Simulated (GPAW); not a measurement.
**Property calculation, with input and output: SiSbH5O (part 2 of 2)**

The same run, continued: SiSbH5O, SMILES [SiH3][O][SbH2]; RPBE/dzp, scalar-relativistic datasets (GPAW 26.7.0). The geometry comes from this level: GFN2-xTB.

Geometry of the input (Å):
```
Si -0.8355  1.0056  -0.3996
O  0.4707  0.2747  0.2069
Sb 1.4163  -1.4133  -0.1574
H  -1.9974  0.1138  -0.3635
H  -0.5868  1.3898  -1.7928
H  -0.9600  2.1462  0.4968
H  2.2466  -1.2051  1.3086
H  0.2461  -2.3116  0.7009
```

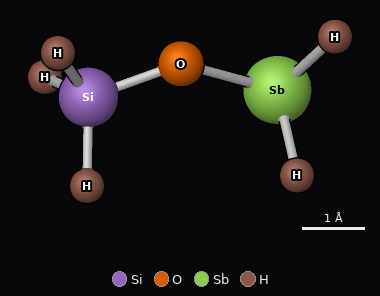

*The input geometry (ball-and-stick view, seen at a tilt). Sticks mark near contacts.*

### Log, continued
```
Atoms  # Å, Bohr magnetons
|   | symbol |        x |        y |        z |    initial magnetic moments |
|---|--------|----------|----------|----------|-----------------------------|
| 0 |     Si | 5.661870 | 7.817190 | 5.893190 | ( 0.0000,  0.0000,  0.0000) |
| 1 |      O | 6.968040 | 7.086270 | 6.499650 | ( 0.0000,  0.0000,  0.0000) |
| 2 |     Sb | 7.913730 | 5.398330 | 6.135410 | ( 0.0000,  0.0000,  0.0000) |
| 3 |      H | 4.500000 | 6.925410 | 5.929290 | ( 0.0000,  0.0000,  0.0000) |
| 4 |      H | 5.910600 | 8.201360 | 4.500000 | ( 0.0000,  0.0000,  0.0000) |
| 5 |      H | 5.537350 | 8.957770 | 6.789580 | ( 0.0000,  0.0000,  0.0000) |
| 6 |      H | 8.744000 | 5.606460 | 7.601350 | ( 0.0000,  0.0000,  0.0000) |
| 7 |      H | 6.743530 | 4.500000 | 6.993690 | ( 0.0000,  0.0000,  0.0000) |

Unit cell  # Å
| periodic |         x |         y |         z |   lengths |    angles |
|----------|-----------|-----------|-----------|-----------|-----------|
|       no | 13.244000 |  0.000000 |  0.000000 | 13.244000 | 90.000000 |
|       no |  0.000000 | 13.457770 |  0.000000 | 13.457770 | 90.000000 |
|       no |  0.000000 |  0.000000 | 12.101350 | 12.101350 | 90.000000 |

Number of symmetries: 1
Symmetry operations  # r_c * U_cc + t_c -> r_c
|   | kind |            matrix            |
|---|------|------------------------------|
| 0 |  E   |  1, 0, 0,  0, 1, 0,  0, 0, 1 |

BZ-sampling:
  Number of BZ points: 1
  Number of IBZ points: 1

  Monkhorst-Pack size: [1, 1, 1]
  Monkhorst-Pack shift: [0, 0, 0]

K-points  # in reciprocal-cell coordinates
|   |                                coordinates |     weight |
|---|--------------------------------------------|------------|
| 0 | (  0.00000000,   0.00000000,   0.00000000) | 1.00000000 |

basis functions: 74
Spin-components: 1 (collinear spins)
Bands:           22
Projectors:      31
Spin-degeneracy: 2
Datatype:        <class 'float'>

  Storage: CPU
  Wave functions: 13_024 bytes (13_024 per core)

Parallelization:
  kpt:    1
  domain: 1
  band:   1

Density:
  Valence electrons: 30.0
  Components: 1
  Grid points: [68 68 60]
  Charge: 0.0  # |e|

Potential:
  Grid points: [68 68 60]

species:
  Si:
    name:    Silicon
    Z:       14.0
    valence: 4
    core:    10
    charge:  0.0  # [|e|]
    file:    Si.RPBE.gz
    compensation charges:
      type: gauss
      rc: 0.33  # [Å]
      lmax: 2
    cutoffs:
      filter: 1.86  # [Å]
      core: 2.06  # [Å]
    projectors
    | kind |    occ | energy [eV] | rcut [Å] |
    |------|--------|-------------|----------|
    |   3s |  2.000 |     -10.793 |    1.058 |
    |   3p |  2.000 |      -4.075 |    1.058 |
    |    s |        |      16.418 |    1.058 |
    |    p |        |      23.136 |    1.058 |
    |    d |        |       0.000 |    1.058 |

    LCAO basis set for Si:
      Name: dzp
      File: Si.dzp.basis.gz
      Number of radial functions: 5
      Number of spherical harmonics: 13
        l=0, rc=6.8594 Bohr: 3s-sz confined orbital
        l=1, rc=9.0625 Bohr: 3p-sz confined orbital
        l=0, rc=3.8906 Bohr: 3s-dz split-valence wave
        l=1, rc=5.2344 Bohr: 3p-dz split-valence wave
        l=2, rc=9.0625 Bohr: d-type Gaussian polarization
      Number of RI-basis functions 0

  O:
    name:    Oxygen
    Z:       8.0
    valence: 6
    core:    2
    charge:  0.0  # [|e|]
    file:    O.RPBE.gz
    compensation charges:
      type: gauss
      rc: 0.21  # [Å]
      lmax: 2
    cutoffs:
      filter: 1.17  # [Å]
      core: 0.83  # [Å]
    projectors
    | kind |    occ | energy [eV] | rcut [Å] |
    |------|--------|-------------|----------|
    |   2s |  2.000 |     -24.041 |    0.688 |
    |   2p |  4.000 |      -8.984 |    0.598 |
    |    s |        |       3.170 |    0.688 |
    |    p |        |      18.228 |    0.598 |
    |    d |        |       0.000 |    0.619 |

    LCAO basis set for O:
      Name: dzp
      File: O.dzp.basis.gz
      Number of radial functions: 5
      Number of spherical harmonics: 13
        l=0, rc=4.3438 Bohr: 2s-sz confined orbital
        l=1, rc=5.3906 Bohr: 2p-sz confined orbital
        l=0, rc=2.2969 Bohr: 2s-dz split-valence wave
        l=1, rc=2.8906 Bohr: 2p-dz split-valence wave
        l=2, rc=5.3906 Bohr: d-type Gaussian polarization
      Number of RI-basis functions 0

  Sb:
    name:    Antimony
    Z:       51.0
    valence: 15
    core:    36
    charge:  0.0  # [|e|]
    file:    Sb.RPBE.gz
    compensation charges:
      type: gauss
      rc: 0.36  # [Å]
      lmax: 2
    cutoffs:
      filter: 2.23  # [Å]
      core: 2.23  # [Å]
    projectors
    | kind |    occ | energy [eV] | rcut [Å] |
    |------|--------|-------------|----------|
    |   5s |  2.000 |     -12.749 |    1.154 |
    |   5p |  3.000 |      -4.786 |    1.233 |
    |   4d | 10.000 |     -33.516 |    1.196 |
    |    s |        |      14.463 |    1.154 |
    |    p |        |      22.425 |    1.233 |
    |    d |        |      -6.304 |    1.196 |

    LCAO basis set for Sb:
      Name: dzp
      File: Sb.dzp.basis.gz
      Number of radial functions: 7
      Number of spherical harmonics: 23
        l=0, rc=6.6250 Bohr: 5s-sz confined orbital
        l=1, rc=8.6719 Bohr: 5p-sz confined orbital
        l=2, rc=3.7656 Bohr: 4d-sz confined orbital
        l=0, rc=3.8125 Bohr: 5s-dz split-valence wave
        l=1, rc=5.1094 Bohr: 5p-dz split-valence wave
        l=2, rc=2.4844 Bohr: 4d-dz split-valence wave
        l=2, rc=8.6719 Bohr: d-type Gaussian polarization
      Number of RI-basis functions 0

  H:
    name:    Hydrogen
    Z:       1.0
    valence: 1
    core:    0
    charge:  0.0  # [|e|]
    file:    H.RPBE.gz
    compensation charges:
      type: gauss
      rc: 0.15  # [Å]
      lmax: 2
    cutoffs:
      filter: 0.85  # [Å]
      core: 0.53  # [Å]
    projectors
    | kind |    occ | energy [eV] | rcut [Å] |
    |------|--------|-------------|----------|
    |   1s |  1.000 |      -6.572 |    0.476 |
    |    s |        |      20.639 |    0.476 |
    |    p |        |       0.000 |    0.476 |

    LCAO basis set for H:
      Name: dzp
      File: H.dzp.basis.gz
      Number of radial functions: 3
      Number of spherical harmonics: 5
        l=0, rc=6.4219 Bohr: 1s-sz confined orbital
        l=0, rc=3.6094 Bohr: 1s-dz split-valence wave
        l=1, rc=6.4219 Bohr: p-type Gaussian polarization
      Number of RI-basis functions 0

Reference energy: -186286.681046  # eV

eigensolver:
  <gpaw.new.lcao.eigensolver.LCAOEigensolver object at 0xf2f7554f4410>
density mixing:
  MSR1-Mixer
  Pratt-step length: 0.05
  Maximum mixing coefficient: 0.75
  Old densities: 10
  SVD Regularization: 0.005
  Good broyden scale: 1.0
  Trust region scale: 1.0
  Backstep threshold: 4.0
  History deletion threshold: 6.0
  Fourier metric: weight=20.0, sigma=0.015

occupation numbers:
  # Zero width

FastPoissonSolver using
    Stencil: 6*3+1=19 point O(h^6) finite-difference Laplacian
    FFT axes: []
    FST axes: [np.int64(2), np.int64(0), np.int64(1)]

xc functional:
  name: RPBE with 2 nearest neighbor stencil
interpolation: tri-quintic # 5. degree polynomial

Initialization done in: 5.522 s

convergence criteria:
- Maximum [total energy] change in last 3 cyles: 0.0005 eV / valence electron
- Maximum integral of absolute [dens]ity change: 0.0001 electrons / valence electron
- Maximum integral of absolute [eigenst]ate change: 4e-08 eV^2 / valence electron
maximum number of iterations: 100

SCF iterations
|iter     |     time |      energy | eigst |  dens |
|---------|----------|-------------|-------|-------|
|iter:   1| 00:00:05 |  -33.121646 |      c|       |
|iter:   2| 00:00:06 |  -32.534781 |      c| -0.79 |
|iter:   3| 00:00:07 |  -30.391827 |      c| -0.83 |
|iter:   4| 00:00:08 |  -30.350816 |      c| -1.43 |
|iter:   5| 00:00:08 |  -30.336147 |      c| -1.86 |
|iter:   6| 00:00:09 |  -30.335740 |      c| -2.43 |
|iter:   7| 00:00:10 |  -30.335791c|      c| -2.85 |
|iter:   8| 00:00:10 |  -30.335792c|      c| -3.68 |
|iter:   9| 00:00:11 |  -30.335792c|      c| -4.36c|

Converged in 9 steps
SCF loop duration: 5.821 s (0.647 s/step)
Energy contributions relative to reference atoms: (reference = -186286.681046)

Energy contributions:
  Kinetic:          48.466976
  Coulomb:         -47.478152
  Zero:              0.255074
  External:          0.000000
  Xc:              -31.579690
  Entropy:           0.000000
  Spinorbit:         0.000000
  ----------------------------
  Free energy:     -30.335792
  Extrapolated:    -30.335792

dipole moment: (0.163529, -0.318231, -0.149024)  # |e|*Ang

Fermi level: -3.843
Eigenvalues  # (at kpt = [0.000, 0.000, 0.000])
| band index |      eig [eV] | occ [0-2] |
|------------|---------------|-----------|
|          0 |       -33.630 |     2.000 |
|        ... |               |           |
|          7 |       -12.495 |     2.000 |
|          8 |        -9.749 |     2.000 |
|          9 |        -9.243 |     2.000 |
|         10 |        -8.939 |     2.000 |
|         11 |        -8.057 |     2.000 |
|         12 |        -7.482 |     2.000 |
|         13 |        -6.703 |     2.000 |
|         14 |        -5.956 |     2.000 |
|         15 |        -1.731 |     0.000 |
|         16 |        -0.521 |     0.000 |
|         17 |         0.615 |     0.000 |
|         18 |         1.087 |     0.000 |
|         19 |         2.192 |     0.000 |
|         20 |         2.257 |     0.000 |
|         21 |         2.590 |     0.000 |

Gap: 4.225 eV
Transition (v -> c):
  (s=0, k=0, n=14, [0.00, 0.00, 0.00]) -> (s=0, k=0, n=15, [0.00, 0.00, 0.00])
No difference between direct/indirect transitions
vacuum-level: 0.000  # V
Energy: -30.33579 eV

Forces  # eV/Ang
|        x |        y |        z |
|----------|----------|----------|
| -0.47073 |  0.30778 | -0.37104 |  # Si   0
|  1.43124 | -0.06407 |  0.84448 |  # O    1
|  0.43181 | -0.57738 | -0.61160 |  # Sb   2
| -0.87824 | -0.36298 | -0.00967 |  # H    3
| -0.11552 |  0.40889 | -0.85139 |  # H    4
| -0.47238 |  0.90716 |  0.35798 |  # H    5
|  0.46279 | -0.06473 |  0.45173 |  # H    6
| -0.32469 | -0.49005 |  0.17915 |  # H    7

Force computation time: 0.260  # s
Forces (eV/Ang)
Si   -0.4707    0.3078   -0.3710
O     1.4312   -0.0641    0.8445
Sb    0.4318   -0.5774   -0.6116
H    -0.8782   -0.3630   -0.0097
H    -0.1155    0.4089   -0.8514
H    -0.4724    0.9072    0.3580
H     0.4628   -0.0647    0.4517
H    -0.3247   -0.4900    0.1791
Dipole: 1.862 D
HOMO = -5.956 eV
LUMO: -1.731 eV
Gap: 4.225 eV
```

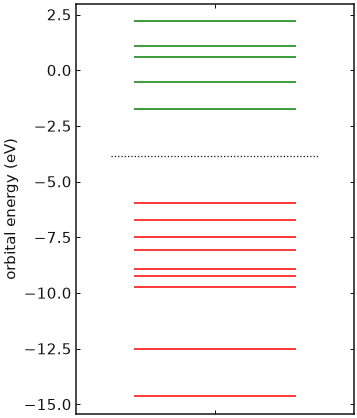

*Orbital energies near the frontier; the dotted line parts filled from empty levels, and levels within 0.02 eV of each other stand side by side.*

Highest filled −5.96 eV, lowest empty −1.73 eV, 4.23 eV apart.

### Results in brief

| quantity | value |
| --- | --- |
| outcome | converged |
| energy relative to the program's reference atoms | −30.3358 eV |
| basis functions | 74 |
| largest force | 1.663 eV/Å |
| HOMO | −5.96 eV |
| LUMO | −1.73 eV |
| dipole moment | 1.86 D |
| wall time | 12 s |
| peak memory | 0.68 GiB |
